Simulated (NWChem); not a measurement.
# BH3Cl− (SMILES [H][B-]([H])([H])Cl) at B86bPBE/6-311++G(d,p)

What is the energy difference between two shapes of BH3Cl− at B86bPBE/6-311++G**? 

The results are computed with NWChem 7.3.0.

1 further run of the same task is left out (set aside as unsound or not needed).

## 1. Starting point

BH3Cl− has 5 atoms, charge -1, and is taken as a singlet. As SMILES, `[H][B-]([H])([H])Cl`. The coordinates come from a GFN2-xTB relaxation.

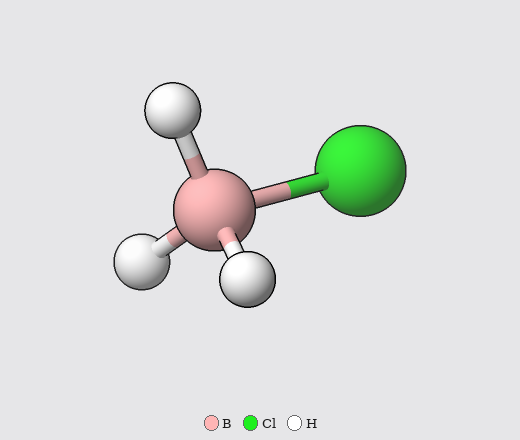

The structure, seen from a chosen angle (boron pink, chlorine green, hydrogen white).

## 2. Energy and forces at B86bPBE/6-311++G(d,p)

sp.nw

```
start sp
memory total 2200 mb
charge -1
geometry noautoz
B     -0.001280     0.001630    -0.167010
Cl     0.013600    -0.021140     1.707330
H      1.152300     0.011380    -0.522240
H     -0.586640     1.005700    -0.497000
H     -0.577980    -0.997580    -0.521080
end
basis spherical bse
* library 6-311++G**
end
dft
xc becke86b cpbe96
grid coarse
convergence energy 1e-07
mulliken
print low
end
task dft gradient
```

Started as:

```sh
$ nwchem sp.nw > sp.out
```

Output, cut to the lines that bear on the results:

```text
[...]
 Group name             C3
[...]
 d= 0,ls=0.0,diis     1   -486.6910945598 -5.29D+02  2.67D-02  3.78D+00     0.6
[...]
 d= 0,ls=0.0,diis     9   -486.9078726586 -9.28D-08  1.22D-06  1.70D-08     3.2
         Total DFT energy =     -486.907872658562
      One electron energy =     -760.101567876490
           Coulomb energy =      264.655003494568
    Exchange-Corr. energy =      -33.601031471668
 Nuclear repulsion energy =       42.139723195027
[...]
      Total Density - Mulliken Population Analysis
     ---------------------------------------------
    Atom       Charge   Shell Charges
 -----------   ------   -------------------------------------------------------
    1 B    5     5.46   1.13  0.85  0.50  0.63  1.12  0.35  0.59  0.19  0.02  0.07
    2 Cl  17    17.31   0.78  1.19  0.89  1.09  1.00  1.02  7.42 -1.52  1.11  2.94  1.48 -0.09 -0.02  0.01
    3 H    1     1.08   0.27  0.53  0.26  0.00  0.01
    4 H    1     1.08   0.27  0.53  0.26  0.00  0.01
    5 H    1     1.08   0.27  0.53  0.26  0.00  0.01
[...]
                         DFT ENERGY GRADIENTS
    atom               coordinates                        gradient
                 x          y          z           x          y          z
   1 B      -0.000000   0.000000  -2.330237    0.000000   0.000000   0.011735
   2 Cl     -0.000000  -0.000000   1.212125    0.000000   0.000000  -0.027739
   3 H       2.031325  -0.806575  -2.984980   -0.007198   0.002866   0.005335
   4 H      -0.317148   2.162467  -2.984980    0.001117  -0.007666   0.005335
   5 H      -1.714177  -1.355892  -2.984980    0.006081   0.004800   0.005335
 Task  times  cpu:        5.5s     wall:        5.5s
 Total times  cpu:        5.5s     wall:        5.5s
```

It took 6.3 s on 1 thread of Intel Xeon Platinum 8259CL at 2.50GHz (Skylake/Cascade Lake), shared host; peak memory 0.11 GiB.

## 3. The distorted shape, same level

mymol.nw

```
start mymol
memory 2200 mb
charge -1
geometry noautoz
  B     -0.060312     0.045531    -0.102681
  Cl     0.131371    -0.024175     1.774867
  H      1.250958     0.068941    -0.488647
  H     -0.548169     0.958469    -0.481117
  H     -0.625879    -0.945394    -0.490136
end
basis spherical bse
  * library 6-311++G**
end
dft
  xc becke86b cpbe96
  grid coarse
  convergence energy 1e-07
  mulliken
end
task dft gradient
```

Started as:

```sh
$ nwchem mymol.nw > mymol.out
```

Output, cut to the lines that bear on the results:

```text
[...]
          Wavefunction type:  closed shell.
          No. of atoms     :     5
          No. of electrons :    26
[...]
          Charge           :    -1
          Spin multiplicity:     1
[...]
          AO basis - number of functions:    73
[...]
              XC Information
              --------------
                    Becke 1986 Exchange Functional  1.000
            Perdew 1991 LDA Correlation Functional  1.000 local
           PerdewBurkeErnz. Correlation Functional  1.000 non-local
[...]
 d= 0,ls=0.0,diis     1   -486.6738908070 -5.28D+02  2.86D-02  3.81D+00     1.0
[...]
 d= 0,ls=0.0,diis     8   -486.8957027290  2.30D-08  8.50D-06  4.50D-07     5.3
         Total DFT energy =     -486.895702728987
      One electron energy =     -759.204571965871
           Coulomb energy =      264.160728499684
    Exchange-Corr. energy =      -33.588299719283
 Nuclear repulsion energy =       41.736440456484
[...]
      Total Density - Mulliken Population Analysis
     ---------------------------------------------
    Atom       Charge   Shell Charges
 -----------   ------   -------------------------------------------------------
    1 B    5     5.42   1.13  0.85  0.49  0.63  1.09  0.36  0.60  0.17  0.03  0.07
    2 Cl  17    17.30   0.78  1.19  0.89  1.09  1.00  1.02  7.42 -1.52  1.10  2.94  1.49 -0.09 -0.03  0.01
    3 H    1     1.16   0.24  0.53  0.33  0.06  0.01
    4 H    1     1.04   0.29  0.55  0.20 -0.02  0.02
    5 H    1     1.08   0.27  0.54  0.25  0.01  0.01
[...]
  wavefunction    = closed shell
                         DFT ENERGY GRADIENTS
    atom               coordinates                        gradient
                 x          y          z           x          y          z
   1 B      -0.048342   2.341936   0.029647   -0.052944   0.002549   0.062153
   2 Cl     -0.012812  -1.226742   0.007247    0.006032   0.019525  -0.004103
   3 H       2.389575   2.845813  -0.660859    0.031080  -0.001016  -0.006078
   4 H      -0.386948   3.195093   1.899179    0.011497  -0.019412  -0.060098
   5 H      -1.543111   3.104031  -1.509760    0.004336  -0.001645   0.008127
[...]
```

Wall time 9 s (1 thread of Intel Xeon Platinum 8259CL at 2.50GHz (Skylake/Cascade Lake), shared host); peak memory 0.11 GiB.

## 4. Summary of results

Level: B86bPBE/6-311++G**.

```
                                                              quantity          value
                                             first shape: total energy  -486.90787 Eh
                                 first shape: largest force on an atom     1.426 eV/Å
                                         distorted shape: total energy  -486.89570 Eh
                                          distorted shape: HOMO energy       -0.41 eV
                                          distorted shape: LUMO energy        3.91 eV
distorted shape: HOMO–LUMO gap (to an unbound level, set by the basis)        4.32 eV
                             distorted shape: largest force on an atom     4.200 eV/Å
                                energy change with the atoms displaced       0.331 eV
```

In words: With the atoms displaced the energy rises by 0.33 eV (32.0 kJ/mol). The first shape isn't relaxed at this level, so the change isn't measured from a minimum. The largest force (first shape) is 1.43 eV/Å: the shape isn't a stationary point for this species at this level. Mulliken charges (distorted shape) run from -0.42 on B1 to -0.04 on H4; in a basis this large or diffuse they mean little.
